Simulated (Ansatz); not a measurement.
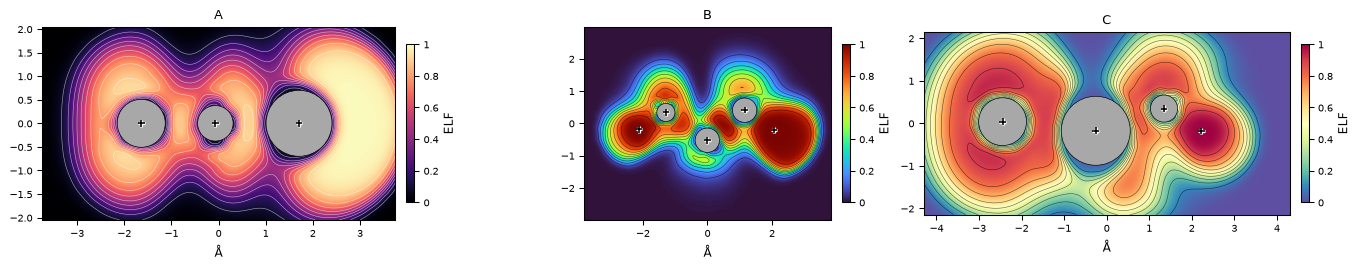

The electron localisation function of 3 systems, each on a plane through atoms (crosses mark nuclei in the plane; grey discs cover the cores).

These are results of Ansatz 0.2.0, isolated molecule in a Gaussian basis; Kohn-Sham density functional theory, functional PBE0, not measurements.

System 1: AlH₂NS (SMILES [NH-][Al+][SH]), the plane of atoms N2, Al1 and S3. Geometry: BLYP-D3(BJ)/def2-SVP.

```
atom    x (Å)    y (Å)    z (Å)
  Al   0.4857  -0.1904   0.3128
   N  -0.1664  -0.7437  -1.1415
   S   2.0424   0.5905   1.6570
   H  -1.1056  -1.0924  -1.3665
   H   1.6436   1.8809   1.4458
```

System 2: CClSi (SMILES [Si+]#CCl) (charge +1, triplet), a plane that holds the molecular axis. Geometry: PBE0-D4/def2-TZVP.

```xyz
3

C     0.0000    0.0000   -0.0675
Cl    0.0000    0.0000   -1.6394
Si    0.0000    0.0000    1.7069
```

System 3: C₂H₆FO (SMILES C[C@H]([OH2+])F) (charge +1), the plane of atoms C1, C2 and O4. Geometry: PBE0-D3(BJ)/def2-SVP.

```xyz
10

C    -1.4839    1.1495   -0.0179
C    -1.0314    1.0713   -1.4293
F    -0.1233    1.9697   -1.7589
O    -0.3302   -0.2922   -1.6125
H    -2.1687    0.3270    0.2277
H    -0.6286    1.1702    0.6751
H    -2.0287    2.0986    0.0991
H    -1.8216    1.0064   -2.1924
H     0.0441   -0.4315   -2.5071
H     0.3566   -0.4797   -0.9393
```

Q: Which map belongs to which system?

A: Panel A is system 2, CClSi: the plane holds C, Cl and Si. C–Cl (1.57 Å): the ELF peaks at about 0.90 between the atoms (localised, covalent bonding). Panel B is system 3, C₂H₆FO: the plane holds C, O and H. C–C (1.48 Å): the ELF peaks at about 1 between the atoms (a shared electron pair). Panel C is system 1, AlH₂NS: the plane holds Al, N, S and H. Al–N (1.69 Å): the ELF peaks at about 0.85 in the valence shell of N, 0.6 Å from its nucleus, and is about 0.50 at the midpoint.
